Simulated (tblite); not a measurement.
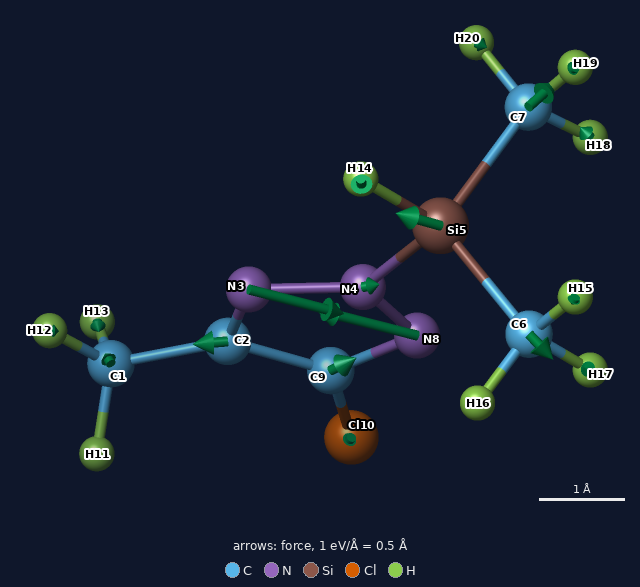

Starting geometry of C$_{5}$H$_{10}$ClN$_{3}$Si with the computed forces as green arrows. The picture is a ball-and-stick view, seen from a free direction.

Method: tblite, GFN2-xTB geometry optimisation, gas phase. 

What follows when this structure is relaxed?

It isn't relaxed: the largest force vector, on N8, is 2.74 eV/Å. The final displacements follow the starting forces only in part (cosine between the two patterns 0.30). H14 moves most after the best rigid fit: 0.19 Å. By element the largest moves are H 0.19 Å, N 0.12 Å, Si 0.10 Å, Cl 0.09 Å, C 0.08 Å. Some distances before and after: N4–N8 1.367 → 1.321 Å, Si5–H14 1.503 → 1.462 Å, Si5–C6 1.863 → 1.897 Å, N3–N4 1.353 → 1.322 Å. Bond angles that change, for instance: N4–Si5–H14 109.9° → 102.0°, C6–Si5–H14 107.4° → 114.4°, C7–Si5–H14 107.6° → 114.4°. The energy falls by 26.5 kJ/mol in 55 geometry steps. Cost: 0.58 s on 1 thread of Arm Neoverse V1 (shared host).
